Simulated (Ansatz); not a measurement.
**Run report: GeSiH7O2F, geometry relaxation (part 2 of 2)**

GeSiH7O2F; RKS BHLYP/def2-SVP (Ansatz 0.2.0). The input holds or restrains some coordinates. Forces given for the steps count only the free coordinates. It belongs to a series of runs on one base structure; here: pulled along the bonds that form and break, towards end A.

Geometry of the input (Å):
```
Ge 0.0000  0.0000  0.0000
O  0.0000  0.0000  2.1200
H  -0.9095  -0.2814  2.4571
F  1.5842  0.0000  -0.5594
H  -0.7300  1.2648  -0.5162
O  -0.8337  -1.4443  -0.5894
H  -1.2883  -1.9100  0.1830
Si 1.3622  -2.0686  0.8230
H  0.5435  -3.2713  0.7008
H  2.5654  -2.2150  0.0091
H  1.7408  -1.8783  2.2202
H  0.6900  -1.0478  1.9692
```

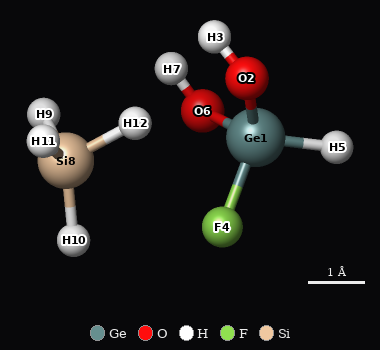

**Figure 1.** The geometry at step 6 of the log (ball-and-stick view, seen at a tilt; atoms are numbered from 1 in the order of the input).

## Trajectory as extended XYZ (Å, eV, eV/Å), 11 frames, from step=1 to step=11
```
12
Properties=species:S:1:pos:R:3:forces:R:3 step=1 energy=-71298.52437
Ge    0.0000    0.0000    0.0000   -1.0007  -1.6079   2.3170
O     0.0000    0.0000    2.1200   -2.3026  -0.5301   0.2423
H    -0.9095   -0.2814    2.4571    1.8078   0.8033  -0.4205
F     1.5842    0.0000   -0.5594    2.1018   1.9718  -2.0742
H    -0.7300    1.2648   -0.5162    0.3955  -0.3292   0.4734
O    -0.8337   -1.4443   -0.5894   -2.8405  -0.5759   0.7407
H    -1.2883   -1.9100    0.1830    1.1910   0.9697  -2.1128
Si    1.3622   -2.0686    0.8230    0.5684  -1.5517  -0.7190
H     0.5435   -3.2713    0.7008   -0.0175  -0.6755   0.4073
H     2.5654   -2.2150    0.0091    0.3017  -0.0122   0.0460
H     1.7408   -1.8783    2.2202    0.9432  -0.9035   1.3228
H     0.6900   -1.0478    1.9692   -1.1482   2.4412  -0.2230
12
Properties=species:S:1:pos:R:3:forces:R:3 step=2 energy=-71298.90559
Ge   -0.0803    0.1087    0.0241    0.4928  -3.4427   2.8589
O    -0.0959    0.1225    2.0467   -1.9390   0.8002  -1.4192
H    -0.9094   -0.2710    2.4578    1.0226   0.8681  -0.8967
F     1.5597    0.0285   -0.5641   -0.5867   1.0889  -0.1035
H    -0.7376    1.2817   -0.5177   -0.4761   1.2434  -0.3908
O    -0.8540   -1.4183   -0.5807   -0.9523   0.9482   1.2189
H    -1.2797   -1.9039    0.1677    0.7825   0.6768  -1.3188
Si    1.4582   -2.2182    0.9028   -0.2995  -0.1696   0.3827
H     0.5380   -3.2961    0.7075   -0.2720  -1.0658   0.3162
H     2.5816   -2.2203    0.0051    0.4312   0.2857  -0.2596
H     1.7610   -1.8933    2.2557    1.9702  -1.6533   2.2698
H     0.7831   -1.1723    1.9125   -0.1738   0.4201  -2.6580
12
Properties=species:S:1:pos:R:3:forces:R:3 step=3 energy=-71299.63953
Ge   -0.1527    0.1874    0.0729    1.6835  -4.5066   2.2606
O    -0.1998    0.2643    1.9626   -1.6812   0.2686  -1.3361
H    -0.9044   -0.2589    2.4388    1.2943   1.0055  -1.3155
F     1.5275    0.0351   -0.5453   -1.7777   0.8835   0.7582
H    -0.7507    1.3100   -0.5297   -0.9400   2.1230  -1.0088
O    -0.8500   -1.3944   -0.5604   -0.2678   1.5974   1.2482
H    -1.2733   -1.8977    0.1583    0.4725   0.4206  -0.7804
Si    1.5313   -2.3342    0.9703    0.0420  -0.1633   0.0690
H     0.5318   -3.3130    0.7109   -0.3941  -1.1264   0.2427
H     2.5861   -2.2117   -0.0011    0.2488   0.3840  -0.3042
H     1.8001   -1.9265    2.2950    2.5086  -2.0066   2.6504
H     0.8787   -1.3123    1.8451   -1.1889   1.1204  -2.4841
12
Properties=species:S:1:pos:R:3:forces:R:3 step=4 energy=-71301.11064
Ge   -0.2233    0.2243    0.1133    1.8330  -2.9097   0.0372
O    -0.3131    0.3794    1.8844   -0.2491   0.8396  -0.9424
H    -0.8595   -0.2276    2.3764    0.0591  -0.1680  -0.1268
F     1.4648    0.0620   -0.4996   -1.7399   0.7246   0.8759
H    -0.7796    1.3740   -0.5653   -0.5304   1.2115  -0.6103
O    -0.8557   -1.3444   -0.5292   -0.1149   1.4199   0.6687
H    -1.2629   -1.8843    0.1477    0.0675  -0.0226  -0.1422
Si    1.6239   -2.4652    1.0480   -0.3432   0.7944   0.2781
H     0.5295   -3.3552    0.7250    0.0405  -0.9355   0.2338
H     2.5878   -2.1938   -0.0135    0.0298   0.0815   0.0074
H     1.9189   -2.0415    2.3922    2.0700  -2.0293   1.6410
H     0.8939   -1.3796    1.7380   -1.1225   0.9937  -1.9206
12
Properties=species:S:1:pos:R:3:forces:R:3 step=5 energy=-71302.15497
Ge   -0.2419    0.2301    0.0993    1.1969  -1.2413  -0.1461
O    -0.3596    0.4468    1.8481   -1.0764  -0.5332   0.3015
H    -0.8515   -0.2277    2.3710    0.9282   0.9750  -0.9357
F     1.4289    0.0998   -0.4734   -1.0683   0.5027   0.5768
H    -0.7964    1.4135   -0.5914   -0.2752   0.5701  -0.3246
O    -0.8776   -1.3046   -0.5184   -0.4094   0.4676   0.5632
H    -1.2608   -1.8800    0.1490    0.1698   0.1661  -0.3105
Si    1.6500   -2.4924    1.0918   -0.8147   1.4925   0.5939
H     0.5552   -3.4048    0.7493    0.3347  -0.8126   0.2453
H     2.5857   -2.1971   -0.0014    0.0487  -0.1328   0.1509
H     2.0371   -2.1762    2.4691    1.4568  -1.8166   0.6754
H     0.8555   -1.3594    1.6244   -0.4913   0.3626  -1.3902
12
Properties=species:S:1:pos:R:3:forces:R:3 step=6 energy=-71302.93965
Ge   -0.2602    0.2452    0.0830    0.3917  -0.2694   0.1654
O    -0.4117    0.4847    1.8301   -0.1539   0.5171  -0.7566
H    -0.8180   -0.2076    2.3384    0.0630  -0.2304   0.0743
F     1.3944    0.1407   -0.4479   -0.3640   0.3340   0.3024
H    -0.8165    1.4467   -0.6117   -0.1549   0.2453  -0.1830
O    -0.9106   -1.2721   -0.5111   -0.2873   0.3084   0.0767
H    -1.2556   -1.8727    0.1435    0.0018  -0.0625  -0.0030
Si    1.6441   -2.4761    1.1305   -0.6430   1.1324   0.6765
H     0.6021   -3.4706    0.7812    0.4587  -0.4938   0.2707
H     2.5884   -2.2165    0.0262    0.0085  -0.1559   0.2163
H     2.1507   -2.3288    2.5211    0.7841  -1.3480  -0.0829
H     0.8174   -1.3247    1.5340   -0.1047   0.0228  -0.7567
12
Properties=species:S:1:pos:R:3:forces:R:3 step=7 energy=-71303.39345
Ge   -0.2785    0.2708    0.0572    0.0854   0.1280   0.1853
O    -0.4446    0.5180    1.7977   -0.1842   0.3702  -0.6141
H    -0.8017   -0.1956    2.3156    0.0806  -0.1404   0.0520
F     1.3869    0.1821   -0.4140   -0.2086   0.1864   0.2014
H    -0.8303    1.4771   -0.6437   -0.0971   0.1428  -0.1573
O    -0.9559   -1.2295   -0.5353   -0.1796   0.1332   0.0791
H    -1.2628   -1.8596    0.1116    0.0239  -0.0217  -0.0212
Si    1.6251   -2.4450    1.1660   -0.1585   0.2770   0.5800
H     0.6890   -3.5572    0.8728    0.2410  -0.2082   0.1244
H     2.5526   -2.2134    0.0429   -0.0491  -0.0190   0.1192
H     2.2724   -2.4858    2.4979    0.4453  -0.7451  -0.1361
H     0.7725   -1.3136    1.5487    0.0009  -0.1030  -0.4126
12
Properties=species:S:1:pos:R:3:forces:R:3 step=8 energy=-71303.59468
Ge   -0.2797    0.2955    0.0300   -0.1854   0.3567   0.2654
O    -0.4902    0.5282    1.7616   -0.2054   0.3839  -0.4365
H    -0.8015   -0.2030    2.2856    0.0681  -0.0827   0.0054
F     1.4055    0.2406   -0.3366   -0.0720   0.0714   0.0662
H    -0.8274    1.4933   -0.7016   -0.0278   0.0297  -0.0886
O    -0.9609   -1.2015   -0.5536   -0.0838   0.0017  -0.0379
H    -1.2446   -1.8511    0.0847    0.0371   0.0062  -0.0041
Si    1.6004   -2.4337    1.2094    0.2845  -0.2654   0.4515
H     0.7265   -3.6109    0.9758    0.0876  -0.0641   0.0727
H     2.4368   -2.1941    0.0191   -0.0739   0.0528   0.0659
H     2.4293   -2.5932    2.4359    0.0782  -0.3063  -0.2162
H     0.7304   -1.3219    1.6072    0.0928  -0.1841  -0.1437
12
Properties=species:S:1:pos:R:3:forces:R:3 step=9 energy=-71303.64744
Ge   -0.2769    0.3162    0.0132   -0.1783   0.6040   0.1006
O    -0.5109    0.5448    1.7397   -0.2625   0.1851  -0.2881
H    -0.7338   -0.2123    2.2773    0.0842   0.1052  -0.0978
F     1.4100    0.4351   -0.3359   -0.0830  -0.2157   0.1523
H    -0.8795    1.4710   -0.7477   -0.1185  -0.0134  -0.0267
O    -0.8699   -1.2188   -0.5729    0.0276  -0.0133   0.0148
H    -1.1053   -1.8901    0.0631    0.0034   0.0279  -0.0247
Si    1.5383   -2.4452    1.2538    0.6313  -0.5876   0.2594
H     0.6825   -3.6449    1.0753   -0.0596   0.0479  -0.0051
H     2.2758   -2.1728    0.0073   -0.0668   0.0535   0.0215
H     2.4945   -2.7135    2.3666   -0.1052   0.0020  -0.1608
H     0.6998   -1.3214    1.6776    0.1275  -0.1957   0.0546
12
Properties=species:S:1:pos:R:3:forces:R:3 step=10 energy=-71303.66952
Ge   -0.2789    0.3046    0.0029   -0.1763   0.4854   0.1652
O    -0.5401    0.5258    1.7263   -0.2850   0.2772  -0.3308
H    -0.7571   -0.2360    2.2575    0.0711   0.0476  -0.0622
F     1.4250    0.3371   -0.2831   -0.1875  -0.0400   0.0394
H    -0.8537    1.4702   -0.7684    0.0116  -0.0261   0.0029
O    -0.9103   -1.2101   -0.5950    0.0400  -0.0348   0.0484
H    -1.1795   -1.8743    0.0357    0.0367   0.0240  -0.0296
Si    1.5697   -2.4181    1.2739    0.5413  -0.6261   0.1511
H     0.6684   -3.5854    1.0846   -0.0137   0.0450   0.0107
H     2.2587   -2.1155    0.0057   -0.0291  -0.0219   0.0723
H     2.5599   -2.7653    2.3396   -0.1761   0.0805  -0.1879
H     0.7623   -1.2848    1.7376    0.1672  -0.2108   0.1205
12
Properties=species:S:1:pos:R:3:forces:R:3 step=11 energy=-71303.67659
Ge   -0.2895    0.3136    0.0008   -0.2005   0.2299   0.3127
O    -0.5680    0.5079    1.7255   -0.3504   0.4885  -0.4738
H    -0.7061   -0.2686    2.2573    0.0440  -0.0580  -0.0106
F     1.4126    0.3680   -0.2512    0.0238   0.0587  -0.0347
H    -0.8782    1.4556   -0.7940   -0.0204  -0.0214   0.0526
O    -0.8313   -1.2375   -0.5936   -0.0254   0.0414  -0.0472
H    -1.1151   -1.9003    0.0303   -0.0097   0.0075   0.0213
Si    1.5506   -2.4074    1.2747    0.2395  -0.4573   0.0030
H     0.5880   -3.5256    1.1081   -0.0291  -0.0011   0.0082
H     2.2083   -2.1230   -0.0067    0.0427  -0.0145  -0.0397
H     2.5403   -2.7949    2.2959    0.0965  -0.0487   0.0875
H     0.8131   -1.2397    1.7702    0.1892  -0.2251   0.1207
```

## Key numbers

```tsv
quantity	value
outcome	converged under the restraints of the input
total energy	−71303.6768 eV
mean-field energy	−71303.6768 eV
largest force (length of the vector) at the end, held atoms and coordinates included	0.765 eV/Å
hardware	4 threads of AMD EPYC (Zen 5), 32 GiB of memory available, shared host
wall time	12 s (CPU time 41 s)
peak memory	0.36 GiB
```
